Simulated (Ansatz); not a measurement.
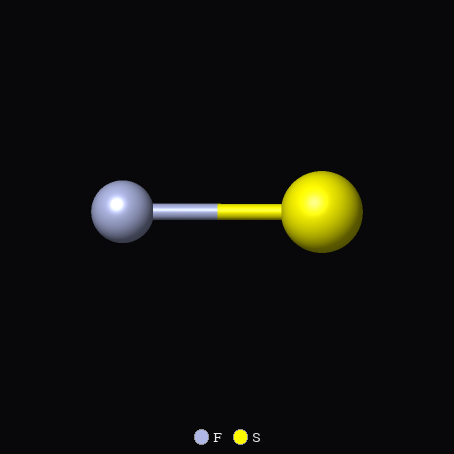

The species is neutral and a spin doublet. Sticks follow a distance rule. Harmonic vibrations computed with UKS PBE0-D4/def2-TZVP (Ansatz 0.2.0) at a stationary point of the same level.

**Minimum or transition state?**

A minimum: no imaginary frequency, and the lowest mode lies at 864 cm⁻¹.

**List the wavenumbers.**

1 modes: 864 cm⁻¹.
